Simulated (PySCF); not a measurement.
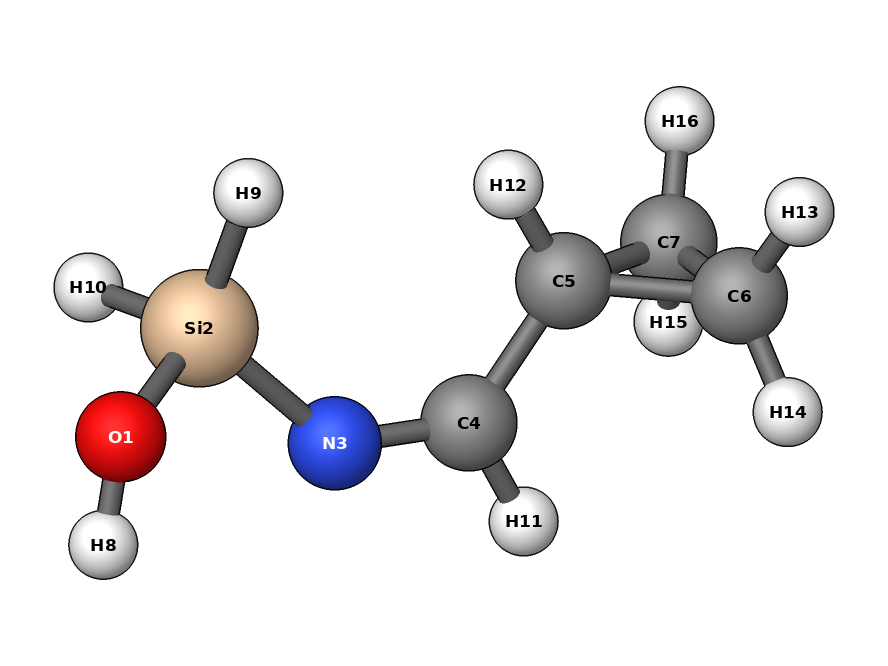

Every bond is drawn as one stick. Computed geometry: GFN2-xTB optimisation. No frequency run is at hand to confirm it as a minimum. Level of theory: PBE0/pcSseg-1 (PySCF 2.14.0).

Question. Which bond between heavy atoms has the highest Mayer bond order?

Answer. N3–C4, 1.90, at a length of 1.253 Å.

List the Mayer bond orders of O1–Si2, Si2–N3, N3–C4, C4–C5, C5–C6, C5–C7, C6–C7 (bonds between heavy atoms, one of each equivalent set).

```json
{"bond": "O1–Si2", "Mayer order": "1.05", "length (Å)": "1.626"}
{"bond": "Si2–N3", "Mayer order": "0.98", "length (Å)": "1.723"}
{"bond": "N3–C4", "Mayer order": "1.90", "length (Å)": "1.253"}
{"bond": "C4–C5", "Mayer order": "1.04", "length (Å)": "1.465"}
{"bond": "C5–C6", "Mayer order": "0.91", "length (Å)": "1.511"}
{"bond": "C5–C7", "Mayer order": "0.91", "length (Å)": "1.511"}
{"bond": "C6–C7", "Mayer order": "0.98", "length (Å)": "1.486"}
```

The geometry is semi-empirical. Around Si such bond lengths and angles can be off by a tenth of an ångström or more and by several degrees, and values that hang on the shape move with them.
